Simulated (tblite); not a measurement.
# Geometry relaxation, with input and output: C6H12FNSi (part 3 of 3)

C6H12FNSi, SMILES C#CC[C@H](F)[SiH2]N(C)C; GFN2-xTB geometry optimisation, gas phase (tblite 0.8.0). It belongs to a series of runs on one base structure; here: H on C replaced by ethynyl.

Geometry of the input (Å):
```
C  3.8719  1.2835  0.2577
C  3.1563  0.3290  -0.0278
C  2.3494  -0.8410  -0.3572
C  1.0710  -0.8262  0.4162
F  0.3402  -1.9661  0.0564
Si -0.0309  0.6511  0.0701
N  -1.6812  0.1517  0.4309
C  -2.0596  -1.1328  -0.0671
C  -2.6729  1.1542  0.3848
H  4.4833  2.1132  0.4983
H  2.8909  -1.7779  -0.1012
H  2.1764  -0.8893  -1.4548
H  1.1814  -0.8878  1.5282
H  0.1831  1.1643  -1.2698
H  0.3685  1.6839  1.0530
H  -3.1762  -1.1700  -0.1847
H  -1.8454  -1.8793  0.7447
H  -1.6177  -1.4176  -1.0235
H  -3.5741  0.7799  0.9536
H  -3.0459  1.3970  -0.6244
H  -2.3773  2.0971  0.8705
```

Trajectory as extended XYZ, continued:
```
21
Properties=species:S:1:pos:R:3:forces:R:3 step=138 energy=-769.93760
C     3.5531    1.3604    0.9353    0.0050  -0.0040   0.0030
C     3.0995    0.4081    0.3705   -0.0130  -0.0100   0.0080
C     2.5540   -0.7552   -0.2917    0.0030   0.0100  -0.0090
C     1.0954   -0.9859    0.0990    0.0100   0.0000  -0.0050
F     0.7009   -2.1906   -0.4858   -0.0070  -0.0110  -0.0080
Si   -0.0616    0.4339   -0.4728   -0.0110   0.0260  -0.0240
N    -1.6033    0.1858    0.2370    0.0010   0.0080  -0.0070
C    -2.2817   -1.0916    0.2326    0.0030   0.0000  -0.0100
C    -2.5324    1.2839    0.3458    0.0030   0.0100  -0.0020
H     3.9524    2.2002    1.4205    0.0070  -0.0090  -0.0020
H     3.1472   -1.6366   -0.0227    0.0000   0.0140   0.0010
H     2.6193   -0.6229   -1.3755   -0.0020   0.0140   0.0050
H     1.0291   -1.1578    1.1788   -0.0030  -0.0120   0.0180
H     0.0103    0.4532   -1.9475   -0.0080  -0.0120   0.0160
H     0.4345    1.6931    0.0798   -0.0030  -0.0020  -0.0010
H    -2.8194   -1.2247    1.1755   -0.0090   0.0000   0.0040
H    -1.5666   -1.8990    0.1204    0.0020  -0.0090   0.0030
H    -3.0077   -1.1546   -0.5862    0.0120  -0.0040   0.0080
H    -3.1649    1.1413    1.2258    0.0000   0.0130  -0.0160
H    -3.1809    1.3591   -0.5358    0.0120  -0.0140   0.0270
H    -1.9862    2.2169    0.4512   -0.0050  -0.0070  -0.0090
21
Properties=species:S:1:pos:R:3:forces:R:3 step=147 energy=-769.93964
C     3.5344    1.3371    1.0045   -0.0070  -0.0130   0.0270
C     3.0899    0.4010    0.4069   -0.0100   0.0050   0.0000
C     2.5576   -0.7430   -0.2967    0.0070   0.0090  -0.0170
C     1.0941   -0.9828    0.0682    0.0100   0.0020  -0.0080
F     0.7142   -2.1869   -0.5262   -0.0150  -0.0330  -0.0260
Si   -0.0681    0.4262   -0.5210   -0.0280   0.0350  -0.0390
N    -1.5954    0.1962    0.2255   -0.0030   0.0140   0.0160
C    -2.2676   -1.0845    0.2643    0.0100   0.0110  -0.0040
C    -2.5259    1.2929    0.3374   -0.0180  -0.0040  -0.0170
H     3.9199    2.1560    1.5327    0.0270   0.0280  -0.0020
H     3.1509   -1.6280   -0.0392   -0.0220   0.0010  -0.0100
H     2.6396   -0.5820   -1.3754    0.0000   0.0080   0.0050
H     1.0104   -1.1596    1.1455    0.0020  -0.0090   0.0380
H    -0.0360    0.3927   -1.9973    0.0080  -0.0080   0.0230
H     0.4424    1.7045   -0.0263   -0.0130  -0.0230   0.0040
H    -2.7635   -1.2150    1.2300   -0.0040   0.0180   0.0210
H    -1.5535   -1.8877    0.1259    0.0170  -0.0350   0.0100
H    -3.0288   -1.1614   -0.5201    0.0110   0.0160  -0.0120
H    -3.1200    1.1839    1.2482    0.0130  -0.0140   0.0180
H    -3.2165    1.3219   -0.5136    0.0120   0.0250  -0.0060
H    -1.9872    2.2355    0.3809    0.0030  -0.0330  -0.0220
21
Properties=species:S:1:pos:R:3:forces:R:3 step=155 energy=-769.94225
C     3.5094    1.3106    1.0972   -0.0120  -0.0060  -0.0020
C     3.0684    0.4007    0.4574    0.0060   0.0050   0.0020
C     2.5547   -0.7206   -0.2966    0.0010  -0.0010   0.0000
C     1.0859   -0.9829    0.0289    0.0010  -0.0010  -0.0090
F     0.7346   -2.1867   -0.5872   -0.0010  -0.0040  -0.0020
Si   -0.0808    0.4111   -0.5878   -0.0020   0.0120  -0.0080
N    -1.5875    0.2041    0.2025   -0.0170  -0.0050   0.0020
C    -2.2499   -1.0779    0.3001   -0.0010   0.0000   0.0020
C    -2.5149    1.3008    0.3279   -0.0030   0.0090   0.0020
H     3.8927    2.1159    1.6492    0.0020  -0.0060  -0.0020
H     3.1430   -1.6131   -0.0551    0.0070   0.0050  -0.0130
H     2.6610   -0.5223   -1.3671   -0.0030   0.0030   0.0140
H     0.9784   -1.1718    1.1032   -0.0010   0.0000  -0.0010
H    -0.0779    0.3183   -2.0599    0.0080   0.0000  -0.0040
H     0.4390    1.7038   -0.1469    0.0020   0.0000   0.0040
H    -2.7139   -1.1801    1.2855   -0.0080   0.0040  -0.0040
H    -1.5361   -1.8831    0.1628    0.0010  -0.0050   0.0130
H    -3.0338   -1.1803   -0.4594    0.0100   0.0070   0.0120
H    -3.0404    1.2304    1.2838   -0.0100   0.0020   0.0000
H    -3.2626    1.2959   -0.4734    0.0050  -0.0170  -0.0110
H    -1.9783    2.2438    0.2893    0.0140  -0.0020   0.0060
21
Properties=species:S:1:pos:R:3:forces:R:3 step=164 energy=-769.94290
C     3.5130    1.2970    1.1178    0.0100  -0.0030  -0.0060
C     3.0693    0.3968    0.4666   -0.0040  -0.0040  -0.0010
C     2.5515   -0.7116   -0.3030    0.0010  -0.0010  -0.0070
C     1.0835   -0.9799    0.0209    0.0110   0.0050  -0.0020
F     0.7377   -2.1855   -0.5947   -0.0050   0.0040   0.0000
Si   -0.0853    0.4111   -0.5969   -0.0020   0.0110   0.0010
N    -1.5860    0.2042    0.2056   -0.0200  -0.0010  -0.0150
C    -2.2449   -1.0781    0.3189   -0.0010   0.0030   0.0070
C    -2.5179    1.2987    0.3154    0.0020   0.0120   0.0050
H     3.9105    2.0912    1.6752   -0.0090   0.0060   0.0120
H     3.1413   -1.6077   -0.0795    0.0010   0.0040  -0.0070
H     2.6551   -0.4938   -1.3698   -0.0020  -0.0040   0.0020
H     0.9746   -1.1670    1.0954    0.0050  -0.0100  -0.0010
H    -0.0828    0.3144   -2.0692    0.0000   0.0020   0.0060
H     0.4310    1.7073   -0.1596    0.0060  -0.0110  -0.0030
H    -2.6970   -1.1753    1.3098   -0.0070   0.0050   0.0170
H    -1.5327   -1.8835    0.1771    0.0070  -0.0110   0.0090
H    -3.0391   -1.1836   -0.4280    0.0020  -0.0060  -0.0170
H    -3.0527    1.2327    1.2662   -0.0130  -0.0040   0.0050
H    -3.2579    1.2887   -0.4937    0.0210  -0.0110   0.0000
H    -1.9801    2.2410    0.2797    0.0000   0.0140  -0.0070
21
Properties=species:S:1:pos:R:3:forces:R:3 step=173 energy=-769.94446
C     3.5179    1.2675    1.1441   -0.0200   0.0040   0.0160
C     3.0649    0.3849    0.4754    0.0020  -0.0140  -0.0210
C     2.5446   -0.7019   -0.3230    0.0070  -0.0060  -0.0110
C     1.0785   -0.9777    0.0017    0.0240   0.0000   0.0030
F     0.7323   -2.1761   -0.6277   -0.0040   0.0050  -0.0050
Si   -0.0888    0.4187   -0.6023    0.0070   0.0080  -0.0040
N    -1.5798    0.2119    0.2175   -0.0140   0.0040  -0.0020
C    -2.2261   -1.0742    0.3586   -0.0070   0.0050   0.0000
C    -2.5258    1.2972    0.2979    0.0030   0.0130  -0.0100
H     3.9045    2.0476    1.7283    0.0100   0.0040   0.0020
H     3.1339   -1.6049   -0.1273    0.0070   0.0100  -0.0040
H     2.6422   -0.4549   -1.3841    0.0060  -0.0050   0.0070
H     0.9742   -1.1795    1.0735    0.0000  -0.0010   0.0090
H    -0.0850    0.3218   -2.0749   -0.0240   0.0000   0.0040
H     0.4303    1.7178   -0.1778    0.0090  -0.0090   0.0130
H    -2.6951   -1.1406    1.3441   -0.0170  -0.0120   0.0040
H    -1.5036   -1.8770    0.2585    0.0110   0.0020   0.0070
H    -3.0031   -1.2146   -0.4013   -0.0010  -0.0020   0.0070
H    -3.0804    1.2359    1.2378   -0.0070  -0.0170  -0.0120
H    -3.2446    1.2685   -0.5293   -0.0090   0.0050   0.0140
H    -2.0001    2.2465    0.2647    0.0160   0.0040  -0.0160
21
Properties=species:S:1:pos:R:3:forces:R:3 step=181 energy=-769.94617
C     3.5082    1.2376    1.1805    0.0140   0.0200   0.0050
C     3.0721    0.3762    0.4742   -0.0160  -0.0240  -0.0110
C     2.5488   -0.6898   -0.3499   -0.0110   0.0010  -0.0030
C     1.0868   -0.9758   -0.0133    0.0020  -0.0080  -0.0120
F     0.7342   -2.1645   -0.6573    0.0080  -0.0100   0.0010
Si   -0.0924    0.4197   -0.5970    0.0070  -0.0020  -0.0050
N    -1.5801    0.2162    0.2303    0.0000   0.0060  -0.0030
C    -2.2195   -1.0699    0.3993   -0.0010   0.0060  -0.0080
C    -2.5321    1.2981    0.2729   -0.0040   0.0070   0.0000
H     3.8981    2.0017    1.7836   -0.0020   0.0010   0.0050
H     3.1437   -1.5955   -0.1864   -0.0030   0.0070   0.0040
H     2.6336   -0.4136   -1.4047    0.0050  -0.0010   0.0030
H     0.9944   -1.1942    1.0567    0.0020   0.0100  -0.0070
H    -0.1145    0.3228   -2.0696   -0.0030  -0.0010   0.0050
H     0.4352    1.7178   -0.1801    0.0050  -0.0020   0.0160
H    -2.7176   -1.1055    1.3723    0.0000  -0.0090   0.0040
H    -1.4852   -1.8669    0.3498    0.0020  -0.0020   0.0040
H    -2.9731   -1.2463   -0.3766    0.0020  -0.0020   0.0050
H    -3.1009    1.2499    1.2047   -0.0060   0.0080   0.0020
H    -3.2397    1.2501   -0.5629    0.0020   0.0020   0.0030
H    -2.0088    2.2488    0.2277   -0.0020  -0.0060  -0.0070
21
Properties=species:S:1:pos:R:3:forces:R:3 step=190 energy=-769.94652
C     3.5084    1.2348    1.1825   -0.0030   0.0000   0.0000
C     3.0696    0.3755    0.4749    0.0020   0.0040  -0.0030
C     2.5484   -0.6863   -0.3558   -0.0010  -0.0020   0.0010
C     1.0878   -0.9781   -0.0188    0.0000  -0.0020   0.0010
F     0.7397   -2.1696   -0.6591   -0.0020  -0.0010  -0.0030
Si   -0.0939    0.4178   -0.5951    0.0040  -0.0020  -0.0040
N    -1.5819    0.2166    0.2328    0.0020   0.0000  -0.0040
C    -2.2199   -1.0698    0.4054   -0.0030   0.0030   0.0020
C    -2.5333    1.2997    0.2680    0.0020   0.0000   0.0020
H     3.8955    1.9949    1.7925    0.0010  -0.0010  -0.0010
H     3.1453   -1.5911   -0.1963    0.0020  -0.0020   0.0030
H     2.6337   -0.4050   -1.4090   -0.0010   0.0020   0.0030
H     0.9980   -1.1933    1.0519    0.0020  -0.0030   0.0010
H    -0.1206    0.3245   -2.0676    0.0010   0.0060   0.0000
H     0.4398    1.7105   -0.1679   -0.0010  -0.0020   0.0020
H    -2.7241   -1.1020    1.3754    0.0040  -0.0010   0.0020
H    -1.4826   -1.8650    0.3662   -0.0030   0.0010  -0.0020
H    -2.9683   -1.2535   -0.3737    0.0040  -0.0010   0.0010
H    -3.1028    1.2595    1.1997   -0.0050   0.0010   0.0010
H    -3.2400    1.2480   -0.5683    0.0010  -0.0030   0.0030
H    -2.0076    2.2485    0.2166   -0.0020   0.0030  -0.0050
```

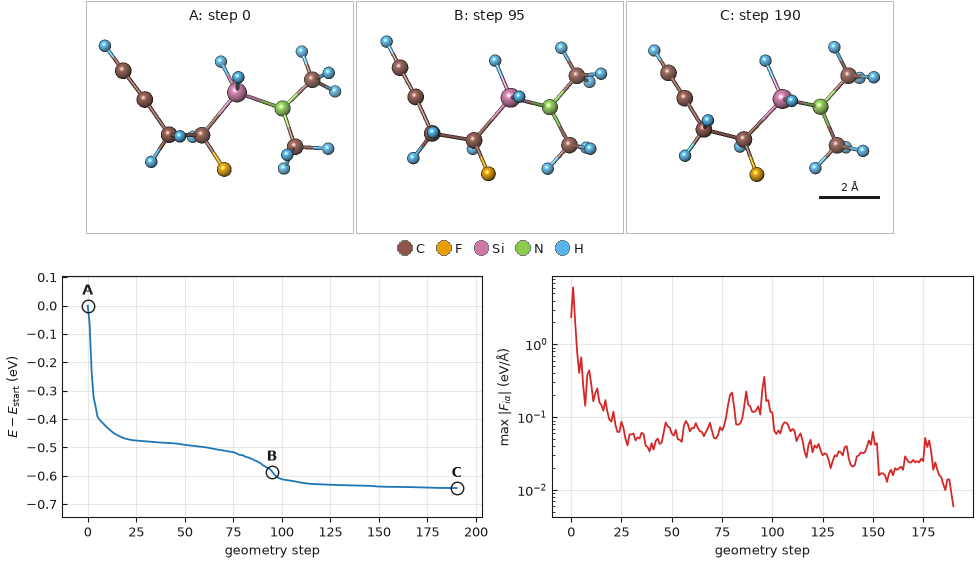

Figure 1. Frames of the relaxation (ball-and-stick view, seen at a tilt) above the curves, on which the letters mark them (steps are counted from 0).

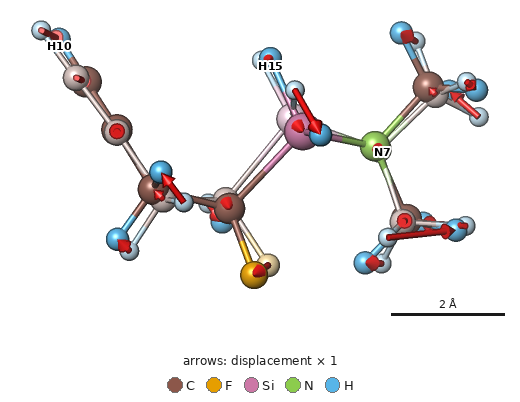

Figure 2. Start (faint) and end (solid) with the displacements as red arrows, at true length (ball-and-stick view, seen at a tilt). The two geometries are laid on each other by the best rigid fit. H16 moves most after the best rigid fit: 1.65 Å. By element the largest moves are H 1.65 Å, C 0.96 Å, F 0.89 Å, Si 0.69 Å, N 0.20 Å. Distances before and after: Si6–N7 1.762 → 1.715 Å, C4–Si6 1.875 → 1.918 Å, C9–H19 1.130 → 1.093 Å, C3–C4 1.494 → 1.527 Å. Among the angles that change: Si6–N7–C8 115.6° → 123.0°, Si6–C4–H13 106.5° → 112.7°, C3–C4–H13 115.4° → 109.4°. The energy falls by 0.643 eV in 190 geometry steps. Largest force component: 2.4 eV/Å at the start, 0.006 eV/Å at the end. (Atoms are counted from 1 in the order of the input.)

Summary:

| quantity | value |
| --- | --- |
| outcome | converged |
| total energy | −769.9465 eV |
| wall time | 5 s |
| peak memory | 0.18 GiB |
